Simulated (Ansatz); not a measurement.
CH$_{8}$OSi$_{2}$

```xyz
12

Si   -0.2365   -0.1724   -0.0962
H    -0.6213   -0.1534    1.3631
H     1.1861    0.2970   -0.2333
O    -1.2104    0.9052   -0.9397
Si   -2.6288    1.7857   -0.8827
H    -3.0877    1.9695    0.5419
H    -2.3917    3.1316   -1.5072
H    -3.7101    1.0768   -1.6538
C    -0.4165   -1.9077   -0.7955
H    -1.4531   -2.2849   -0.6804
H    -0.1577   -1.9283   -1.8739
H     0.2648   -2.6060   -0.2653
```

Method: RKS PBE/def2-SVP (Ansatz 0.2.0).

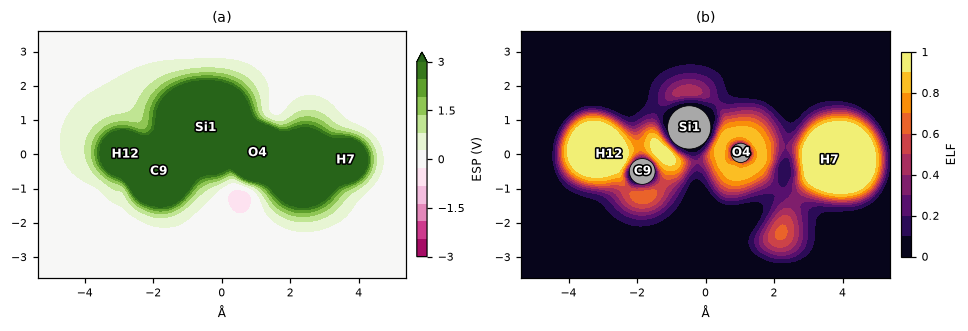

Figure 1. (a) molecular electrostatic potential; (b) electron localisation function on the plane of atoms Si1, C9 and H12. Grey discs cover the atomic cores in the ELF map.

Q: What does the map show?

A:
- Atoms in the plane: Si, O, H and C.
- Si–O (1.68 Å): the ELF peaks at about 0.85 between the atoms (a shared but strongly polarised pair).
- C–Si (1.88 Å): the ELF peaks at about 0.95 between the atoms; a shared electron pair.
- C–H (1.11 Å): the ELF climbs to about 1 towards the hydrogen, as it does in any bond to H (a covalent bond by its length).
- The ELF also peaks beside O4, away from the bonds: lone-pair regions.
- Outside the dense part of the molecule the potential is most negative (−0.5 V) near O4.

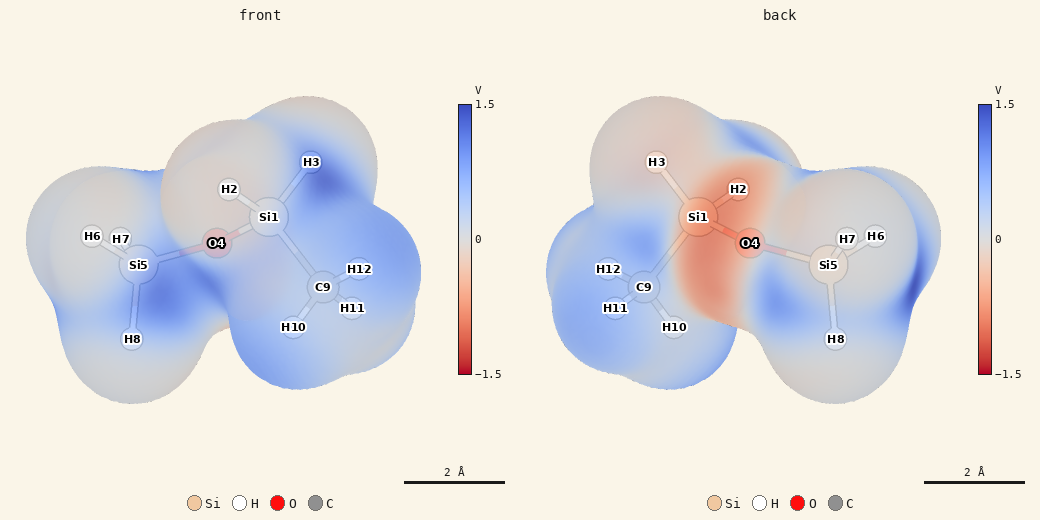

Figure 2. The molecular electrostatic potential painted on the density surface at 0.002 e/bohr³, seen from the front and from behind; red is negative and blue positive.

Q: Which sites attract a positive test charge, and which a negative one?

A: A positive charge is drawn to the negative regions and a negative charge to the positive ones. The most negative region (about −0.9 V) lies over O4, the most positive (about +1.2 V) over Si1 and Si5.

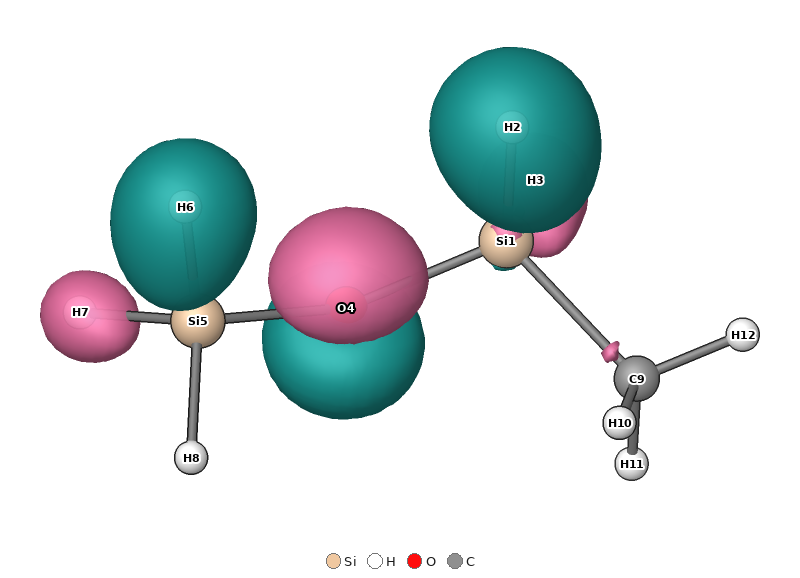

Figure 3. The HOMO−1 at ±0.15 Å⁻³ᐟ² (teal and pink are the two phases), seen at a tilt.

Q: What is the character of this orbital?

A: Its weight (Hirshfeld) is mainly on O4 (about 35 %), H2 (about 15 %), Si1 (about 15 %), Si5 (about 10 %) and H6 (about 10 %). Its energy is −7.11 eV.
